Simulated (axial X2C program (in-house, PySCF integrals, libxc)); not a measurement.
# WP⁻: properties at the nuclei

Aim: properties at the nuclei of WP⁻, with spin–orbit coupling in the Hamiltonian from the start.

Method: two-component X2C with atomic mean-field terms, W dyall-acv3z, P dyall-av3z; program: an in-house X2C program for linear molecules on PySCF integrals.

All values are calculated.

### 1 Input

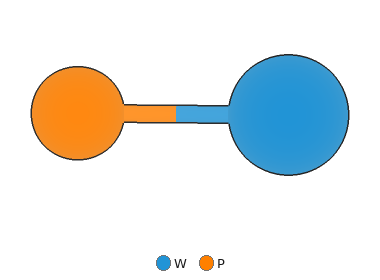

The two atoms at 2.220 Å (tungsten blue, phosphorus orange).

task.json

```json
{"zs": [74, 15], "q": -1, "bas": ["dyall-acv3z", "dyall-av3z"], "r0": 2.22, "levels": ["PBE0", "HF", "BP86", "LDA", "B3LYP"], "nst": 3}
```

Keys: zs atomic numbers; q charge; bas basis sets; r0 starting distance in Å; levels methods (HF also brings MP2); nst determinants followed.

Run with:

```sh
$ python soeom.py task.json out
```

Nuclei are Gaussian, cores are contracted, and the Gaunt term is on.

### 2 Expectation values, lowest determinant

R = 2.131 Å. State: Ω = 1 (excess of +ω over −ω: ω = -3/2, ω = 5/2).

Output of the PBE0 run:

```text
two-component X2C + atomic mean field  PBE0
basis functions 256  fitting functions 1265  grid points 5080
iter        total energy     max residual
   1     -16484.332661638     6.35e-06
   2     -16484.332661635     1.61e-05
   3     -16484.332661643     2.19e-06
   4     -16484.332661644     2.73e-06
converged
one-electron -23175.00675453  Coulomb 6780.90521280  exact exchange -86.52013214  xc functional -265.29532223  nuclear repulsion 275.63899771  atomic mean-field constant -14.05466325
```

The highest occupied spinor is 51% W s, 17% W p, 14% W d.

```
level  Eeff magnitude (GV/cm)  Ws magnitude W (kHz)  A∥/gI W (MHz)  qzz W (a.u.)  A∥/gI P (MHz)  qzz P (a.u.)
 PBE0                    18.2                  19.1            725         -1.67           10.1         -1.05
   HF                    24.7                  29.3           1170          0.10          -9.77         -1.55
 BP86                    6.92                  7.27            401         -1.43           1.06         -0.89
  LDA                    2.39                  2.83            148         -1.14          -5.92         -0.88
B3LYP                    9.67                  10.3            286         -1.30          -2.73         -0.93
```

Eeff is the effective electric field on the electron dipole moment in this Ω state and Ws the scalar–pseudoscalar constant (defined with the proton number Z and per Ω); A∥ is the parallel hyperfine constant, which follows by multiplying with the nuclear g factor gI = μI/(I μN); qzz is the electric field gradient, eQq0 = 234.96 MHz × Q/barn × qzz. The operators were transformed with the bare-nucleus X2C matrices.

### 3 Expectation values, a higher determinant

R = 2.131 Å. State: Ω = 0 (closed shell), 0.44 eV above the lowest in the PBE0 search for states (made at or near this distance, with looser thresholds).

Output of the PBE0 run:

```text
two-component X2C + atomic mean field  PBE0
basis functions 256  fitting functions 1265  grid points 5080
iter        total energy     max residual
   1     -16484.316417470     4.07e-06
   2     -16484.316417476     4.27e-06
   3     -16484.316417477     4.13e-06
converged
one-electron -23175.58338288  Coulomb 6781.43851435  exact exchange -86.49880176  xc functional -265.25708165  nuclear repulsion 275.63899771  atomic mean-field constant -14.05466325
```

The highest occupied spinor is 90% W d, 5% P p.

```
level  qzz W (a.u.)  qzz P (a.u.)
 PBE0         -0.87         -0.82
   HF         -0.01         -0.78
 BP86         -1.26         -0.80
  LDA         -1.09         -0.83
B3LYP         -0.98         -0.81
```

### 4 Expectation values, a higher determinant

R = 2.131 Å. State: Ω = 3 (excess of +ω over −ω: ω = 1/2, ω = 5/2), 0.50 eV above the lowest in the PBE0 search for states (made at or near this distance, with looser thresholds).

Output of the PBE0 run:

```text
two-component X2C + atomic mean field  PBE0
basis functions 256  fitting functions 1265  grid points 5080
iter        total energy     max residual
   1     -16484.314453757     8.67e-06
   2     -16484.314453761     1.61e-05
   3     -16484.314453770     4.84e-06
   4     -16484.314453773     3.11e-06
   5     -16484.314453774     3.00e-06
converged
one-electron -23175.33761434  Coulomb 6781.30777933  exact exchange -86.53964937  xc functional -265.32930385  nuclear repulsion 275.63899771  atomic mean-field constant -14.05466325
```

The highest occupied spinor is 48% W p, 30% P p, 19% W d.

```
level  Eeff magnitude (GV/cm)  Ws magnitude W (kHz)  A∥/gI W (MHz)  qzz W (a.u.)  A∥/gI P (MHz)  qzz P (a.u.)
 PBE0                    29.8                    10           1160          0.92           32.7         -0.69
   HF                    37.8                    12            927          0.74           22.3         -1.37
 BP86                    23.8                  8.11           1220          0.37           29.1         -0.60
  LDA                    23.3                  8.08           1230          0.41           27.7         -0.58
B3LYP                      26                  8.85           1150          0.84           30.1         -0.64
```

### 5 What came out

```
                                        quantity                                            value
                              lowest determinant  Ω = 1 (excess of +ω over −ω: ω = -3/2, ω = 5/2)
                    Eeff magnitude (GV/cm), PBE0                                             18.2
                      Ws magnitude W (kHz), PBE0                                             19.1
                             A∥/gI W (MHz), PBE0                                              725
                              qzz W (a.u.), PBE0                                            -1.67
                              higher determinant                             Ω = 0 (closed shell)
          qzz W (a.u.), PBE0, higher determinant                                            -0.87
          qzz P (a.u.), PBE0, higher determinant                                            -0.82
                              higher determinant   Ω = 3 (excess of +ω over −ω: ω = 1/2, ω = 5/2)
Eeff magnitude (GV/cm), PBE0, higher determinant                                             29.8
  Ws magnitude W (kHz), PBE0, higher determinant                                               10
         A∥/gI W (MHz), PBE0, higher determinant                                             1160
          qzz W (a.u.), PBE0, higher determinant                                             0.92
```

In words: In the first state, the effective field runs from 2.39 to 24.7 GV/cm over the mean-field levels, so the levels don't agree on it. The expectation values come from single determinants, which for open shells can mix terms of unlike spin or miss the lowest Ω, so a determinant need not be a state. Eeff is the effective electric field on the electron dipole moment in this Ω state and Ws the scalar–pseudoscalar constant (defined with the proton number Z and per Ω); A∥ is the parallel hyperfine constant, which follows by multiplying with the nuclear g factor gI = μI/(I μN); qzz is the electric field gradient, eQq0 = 234.96 MHz × Q/barn × qzz. The operators were transformed with the bare-nucleus X2C matrices.
